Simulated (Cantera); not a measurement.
Feed: 1 mol MgO, a varied amount of HF, held at 1125 °C and 1000 Pa.

These are equilibrium values from Cantera (NASA tables, ideal gas, pure condensed phases), not measurements of a reactor. Candidate condensed phases: H₂O, Mg, MgF₂, MgO, Mg(OH)₂; 31 gas species. Mutual solubility and eutectic melting of coexisting phases are not modelled. Kinetics and transport are ignored.

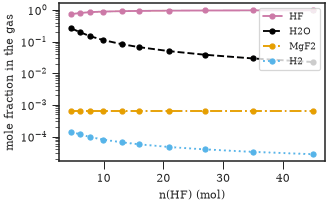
Figure. Equilibrium gas composition (values under 1e-9 drawn at 1e-9)

Task: Read off the mole fractions at 21 mol HF.

Result: HF about 0.95, H₂O about 0.050, MgF₂ about 0.00063, H₂ about 4.7e-5.
